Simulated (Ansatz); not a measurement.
Geometry relaxation of Mg₉O₈ (part 3 of 3)

The same run, continued: Mg₉O₈ (defect cell, 17 atoms in the cell); DFT PBE, scalar-relativistic, plane waves, PAW, PAW set soft_1, no spin polarisation (Ansatz 0.2.0); cutoff 420 eV, 2×2×2 k-mesh, Gaussian smearing of 0.02 eV. The structure derives from an entry of the Crystallography Open Database. It belongs to a series of runs on one base structure; here: end point A relaxed.

Geometry of the input (Å; fractional positions):
```
0.0000  4.2160  4.2160
4.2160  0.0000  4.2160
4.2160  4.2160  0.0000
Mg 0.0000  0.0000  0.0000
O  0.2500  0.2500  0.2500
Mg 0.0000  -0.0000  0.5000
O  0.2500  0.2500  0.7500
Mg 0.0000  0.5000  -0.0000
O  0.2500  0.7500  0.2500
Mg 0.0000  0.5000  0.5000
O  0.2500  0.7500  0.7500
Mg 0.5000  0.0000  -0.0000
O  0.7500  0.2500  0.2500
Mg 0.5000  0.0000  0.5000
O  0.7500  0.2500  0.7500
Mg 0.5000  0.5000  -0.0000
O  0.7500  0.7500  0.2500
Mg 0.5000  0.5000  0.5000
O  0.7500  0.7500  0.7500
Mg 0.6363  0.1201  0.1269
```

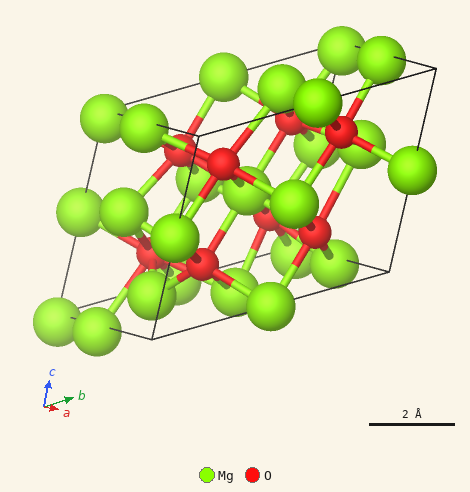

*The geometry at step 8 of the log (ball-and-stick view of the cell of the calculation, seen slightly off an axis).*

**Trajectory as extended XYZ, continued**
```
17
Lattice="0.0000 4.2160 4.2160 4.2160 0.0000 4.2160 4.2160 4.2160 0.0000" Properties=species:S:1:pos:R:3:forces:R:3 step=5 energy=-21862.00319
Mg   -0.1920    0.1886    0.1908   -0.0045   0.0371   0.0150
O     2.1180    2.0925    2.0959   -0.0593  -0.0298   0.0273
Mg    2.1053    2.1073   -0.0048   -0.0769   0.0736  -0.0592
O     4.2736    4.1642    2.1692    0.0954  -0.0711   0.0883
Mg    2.1064   -0.0056    2.1084   -0.0693  -0.0492   0.0687
O     4.2681    2.1676    4.1661    0.0623   0.0760  -0.0537
Mg    4.2202    2.1079    2.1101    0.0636   0.0776   0.0803
O     6.2617    4.1609    4.1572   -0.0959  -0.0884  -0.1041
Mg   -0.1726    1.9307    1.9329    0.0107   0.0478   0.0276
O     2.1489    4.2515    4.2549    0.0082  -0.0889  -0.0210
Mg    2.2928    4.3959    1.9219   -0.0083   0.0313   0.0186
O     4.1936    6.2961    4.2362    0.0595  -0.0241  -0.0938
Mg    2.2856    1.9269    4.3911   -0.0134   0.0438   0.0038
O     4.1816    4.2448    6.2876    0.0125  -0.1147  -0.0143
Mg    4.2170    4.2118    4.2138    0.0588  -0.0560  -0.0584
O     6.2755    6.3785    6.3746   -0.0494   0.0795   0.0589
Mg    1.0494    3.1897    3.1747    0.0060   0.0550   0.0160
17
Lattice="0.0000 4.2160 4.2160 4.2160 0.0000 4.2160 4.2160 4.2160 0.0000" Properties=species:S:1:pos:R:3:forces:R:3 step=6 energy=-21862.01325
Mg   -0.1954    0.2007    0.1970   -0.0043  -0.0267  -0.0199
O     2.1060    2.0859    2.1012    0.0235  -0.0378   0.0061
Mg    2.1008    2.1101   -0.0069   -0.0174   0.0270  -0.0067
O     4.2877    4.1563    2.1834   -0.0245  -0.0481  -0.0567
Mg    2.1008   -0.0089    2.1136    0.0042   0.0112   0.0202
O     4.2785    2.1831    4.1579   -0.0272  -0.0655  -0.0233
Mg    4.2216    2.1101    2.1135    0.0162   0.0124   0.0276
O     6.2480    4.1510    4.1434    0.0629   0.0110   0.0316
Mg   -0.1809    1.9328    1.9297    0.1306   0.1176   0.1199
O     2.1578    4.2397    4.2567   -0.0033  -0.0755   0.0124
Mg    2.2969    4.4110    1.9205   -0.0514  -0.0682   0.0295
O     4.2025    6.2865    4.2204    0.0218  -0.0048   0.0059
Mg    2.2910    1.9295    4.4017   -0.1021   0.0764  -0.1146
O     4.1790    4.2268    6.2783   -0.0353  -0.0261  -0.0185
Mg    4.2233    4.2053    4.2073    0.0147   0.0079   0.0099
O     6.2646    6.3968    6.3880   -0.0229  -0.0371  -0.0286
Mg    1.0507    3.1927    3.1750    0.0144   0.1261   0.0050
17
Lattice="0.0000 4.2160 4.2160 4.2160 0.0000 4.2160 4.2160 4.2160 0.0000" Properties=species:S:1:pos:R:3:forces:R:3 step=7 energy=-21862.01701
Mg   -0.1959    0.2008    0.1961   -0.0220   0.0075   0.0293
O     2.1074    2.0857    2.1034   -0.0067  -0.0417   0.0166
Mg    2.1009    2.1106   -0.0062   -0.0188  -0.0046  -0.0187
O     4.2855    4.1538    2.1794   -0.0043   0.0001  -0.0167
Mg    2.1008   -0.0088    2.1153   -0.0066  -0.0079  -0.0050
O     4.2759    2.1790    4.1568   -0.0155  -0.0257   0.0123
Mg    4.2212    2.1090    2.1139    0.0183   0.0079   0.0188
O     6.2523    4.1528    4.1461    0.0163   0.0043   0.0053
Mg   -0.1769    1.9374    1.9333    0.0365   0.0296   0.0364
O     2.1584    4.2355    4.2585    0.0351  -0.0419   0.0470
Mg    2.2953    4.4099    1.9209    0.0165  -0.0038  -0.0079
O     4.2051    6.2881    4.2211    0.0223  -0.0253  -0.0115
Mg    2.2874    1.9330    4.3974   -0.0350   0.0353  -0.0362
O     4.1765    4.2263    6.2770   -0.0418  -0.0348  -0.0307
Mg    4.2249    4.2052    4.2074   -0.0053  -0.0065  -0.0062
O     6.2635    6.3939    6.3852    0.0108  -0.0138  -0.0150
Mg    1.0508    3.1973    3.1753    0.0002   0.1215  -0.0178
17
Lattice="0.0000 4.2160 4.2160 4.2160 0.0000 4.2160 4.2160 4.2160 0.0000" Properties=species:S:1:pos:R:3:forces:R:3 step=8 energy=-21862.02272
Mg   -0.1991    0.2069    0.1990   -0.0562  -0.0069   0.0730
O     2.1032    2.0809    2.1124   -0.0114  -0.0172   0.0017
Mg    2.1000    2.1073   -0.0060    0.0076  -0.0166  -0.0054
O     4.2858    4.1508    2.1772   -0.0295   0.0390  -0.0068
Mg    2.0993   -0.0115    2.1171   -0.0188   0.0021   0.0046
O     4.2719    2.1753    4.1569    0.0191   0.0107   0.0215
Mg    4.2214    2.1057    2.1152   -0.0035  -0.0090  -0.0156
O     6.2548    4.1547    4.1464    0.0032  -0.0098   0.0257
Mg   -0.1718    1.9475    1.9389   -0.0219  -0.0560  -0.0149
O     2.1685    4.2206    4.2697    0.0613   0.0147   0.0609
Mg    2.2972    4.4161    1.9188    0.0833   0.0125  -0.0666
O     4.2160    6.2866    4.2148   -0.0154  -0.0370   0.0083
Mg    2.2812    1.9427    4.3916   -0.0024  -0.0227   0.0051
O     4.1646    4.2162    6.2664   -0.0347  -0.0120  -0.0369
Mg    4.2265    4.2022    4.2060    0.0123   0.0059  -0.0274
O     6.2627    6.3928    6.3819    0.0232  -0.0107   0.0173
Mg    1.0510    3.2148    3.1743   -0.0163   0.1130  -0.0445
17
Lattice="0.0000 4.2160 4.2160 4.2160 0.0000 4.2160 4.2160 4.2160 0.0000" Properties=species:S:1:pos:R:3:forces:R:3 step=9 energy=-21862.02833
Mg   -0.2095    0.2151    0.2088    0.0128  -0.0126   0.0232
O     2.0935    2.0740    2.1265   -0.0235   0.0359  -0.0054
Mg    2.1023    2.0999   -0.0034    0.0013  -0.1001  -0.0074
O     4.2817    4.1482    2.1729   -0.0173   0.0636   0.0154
Mg    2.0921   -0.0150    2.1254    0.0334  -0.0208  -0.0636
O     4.2703    2.1702    4.1573    0.0201   0.0343   0.0408
Mg    4.2197    2.0986    2.1140   -0.0027  -0.0828  -0.0128
O     6.2599    4.1536    4.1513   -0.0261  -0.0114   0.0060
Mg   -0.1637    1.9622    1.9485   -0.0891  -0.0779  -0.0916
O     2.1940    4.1992    4.2952   -0.0167   0.0137  -0.0202
Mg    2.3063    4.4259    1.9094    0.0557   0.0168  -0.0226
O     4.2314    6.2809    4.2038   -0.0144   0.0237  -0.0112
Mg    2.2684    1.9584    4.3801    0.0736  -0.0239   0.0748
O     4.1395    4.1993    6.2415    0.0181  -0.0072   0.0114
Mg    4.2349    4.1987    4.1989   -0.0531  -0.0217   0.0235
O     6.2625    6.3883    6.3808    0.0394   0.0113   0.0218
Mg    1.0499    3.2520    3.1697   -0.0116   0.1589   0.0182
17
Lattice="0.0000 4.2160 4.2160 4.2160 0.0000 4.2160 4.2160 4.2160 0.0000" Properties=species:S:1:pos:R:3:forces:R:3 step=10 energy=-21862.03038
Mg   -0.2126    0.2184    0.2143   -0.0394  -0.0571   0.0228
O     2.0884    2.0771    2.1299   -0.0130   0.0297   0.0020
Mg    2.1020    2.0855   -0.0040    0.0187   0.0306   0.0172
O     4.2792    4.1500    2.1724    0.0175   0.0157   0.0246
Mg    2.0921   -0.0185    2.1232   -0.0176   0.0077   0.0437
O     4.2713    2.1685    4.1613    0.0007   0.0482   0.0013
Mg    4.2207    2.0873    2.1146   -0.0154   0.0031  -0.0164
O     6.2604    4.1501    4.1537   -0.0227   0.0064  -0.0169
Mg   -0.1621    1.9687    1.9499   -0.0046  -0.0591  -0.0138
O     2.1993    4.1920    4.3006    0.0468   0.0363   0.0452
Mg    2.3125    4.4302    1.9055    0.0394  -0.0513  -0.0568
O     4.2351    6.2845    4.1988   -0.0064   0.0228  -0.0030
Mg    2.2665    1.9671    4.3780    0.0153  -0.0690   0.0081
O     4.1318    4.1935    6.2337   -0.0347   0.0181  -0.0369
Mg    4.2329    4.1954    4.1987    0.0437   0.0083  -0.0190
O     6.2666    6.3852    6.3817   -0.0023   0.0462   0.0050
Mg    1.0490    3.2742    3.1685   -0.0262  -0.0366  -0.0071
17
Lattice="0.0000 4.2160 4.2160 4.2160 0.0000 4.2160 4.2160 4.2160 0.0000" Properties=species:S:1:pos:R:3:forces:R:3 step=11 energy=-21862.03179
Mg   -0.2136    0.2132    0.2146   -0.0086  -0.0104   0.0129
O     2.0875    2.0817    2.1288    0.0110  -0.0004  -0.0053
Mg    2.1025    2.0870   -0.0034   -0.0091  -0.0004  -0.0174
O     4.2813    4.1501    2.1749    0.0047   0.0059   0.0050
Mg    2.0926   -0.0170    2.1244   -0.0127  -0.0102   0.0072
O     4.2715    2.1709    4.1619    0.0004  -0.0031  -0.0098
Mg    4.2202    2.0866    2.1142    0.0187   0.0073   0.0116
O     6.2581    4.1491    4.1517   -0.0065   0.0138  -0.0057
Mg   -0.1627    1.9644    1.9481   -0.0002  -0.0154   0.0009
O     2.1999    4.1952    4.3016    0.0046   0.0138   0.0053
Mg    2.3138    4.4245    1.9034    0.0116  -0.0098  -0.0075
O     4.2332    6.2892    4.1988   -0.0133  -0.0097   0.0201
Mg    2.2682    1.9629    4.3789    0.0018  -0.0082   0.0033
O     4.1309    4.1950    6.2329   -0.0001   0.0123  -0.0005
Mg    4.2340    4.1968    4.1992    0.0060  -0.0021  -0.0126
O     6.2674    6.3874    6.3819   -0.0091  -0.0071   0.0000
Mg    1.0483    3.2723    3.1690    0.0008   0.0238  -0.0077
```

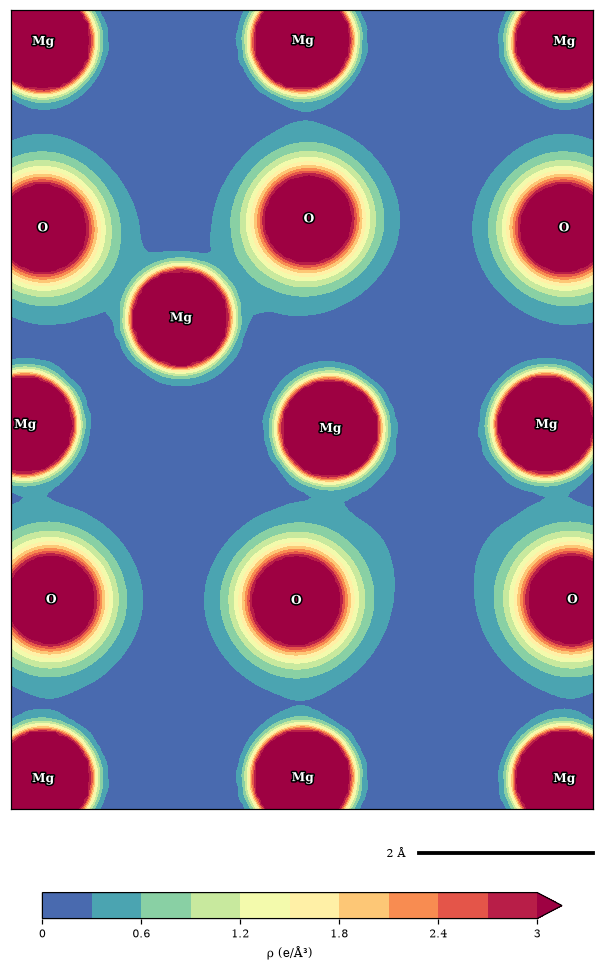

*Valence electron density on the (11̄0) plane of the calculation cell.*

The section cuts through Mg and O sites. Mg–O (1.86 Å): ρ is about 0.59 e/Å³ halfway. Mg–O (2.01 Å): ρ is about 0.43 e/Å³ halfway. Mg–O (2.03 Å): ρ is about 0.39 e/Å³ halfway. Mg–O (2.13 Å): ρ at the midpoint is about 0.31 e/Å³. Away from the nuclei the density in this plane falls to 0.07 e/Å³ at its lowest. The fields are those of the smooth PAW valence density.

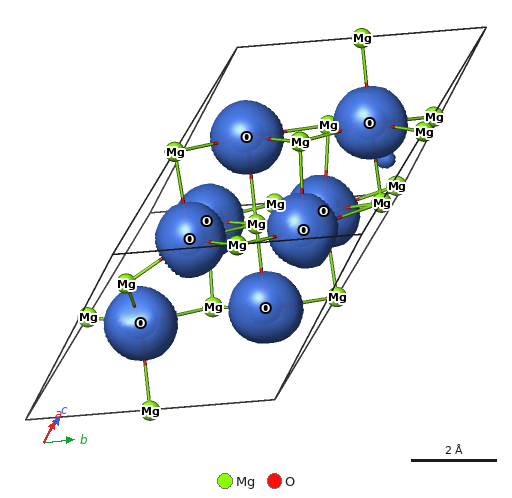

*Isosurface of the electron localisation function at 0.7 (blue), seen at an oblique angle. Core shells and regions of very low density are left out. Sticks mark near contacts. The outline is the calculation cell.*

Profiles from the grid: Mg–O (1.86 Å): the ELF is about 0.35 at the midpoint. Mg–O (1.99 Å): the ELF is about 0.30 at the midpoint.

**Results in brief**

| quantity | value |
| --- | --- |
| outcome | converged |
| electrons treated | 138 |
| free energy | −21862.0318 eV |
| Fermi energy | 15.549 eV |
| final volume | 149.88 Å³ |
| largest force (length of the vector) at the end | 0.026 eV/Å |
| wall time | 46 s |
| peak memory | 0.41 GiB |

**Notes**

The k-point mesh is coarse for a cell of this size, so the results may not be converged.
